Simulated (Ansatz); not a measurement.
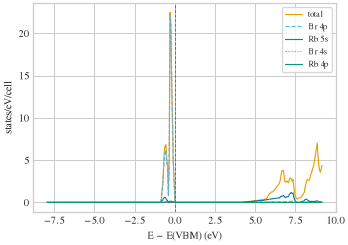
Total and projected density of states of RbBr (rock salt, Fm-3m), PBE in the plane-wave PAW code Ansatz

**Question.** Which orbitals carry the states next to the gap?

**Answer.** Top 1 eV of the valence band: Br 4p 96 %. Bottom 1 eV of the conduction band: Rb 5s 76 %, Br 4s 15 %, Br 4p 5 %. Projections are on Löwdin-orthogonalised atomic valence shells; empty p or d shells of many metals are not among them.

**Question.** Where is the tallest occupied peak in this window, and what makes it?

**Answer.** Near -0.3 eV, about 22 states/eV per cell; the largest projected share is Br 4p.

Symmetry was held in the PBE relaxation. Scalar-relativistic: spin–orbit coupling is off unless named, which matters more the heavier the elements.

Potentials: the later of the program's two PAW sets.
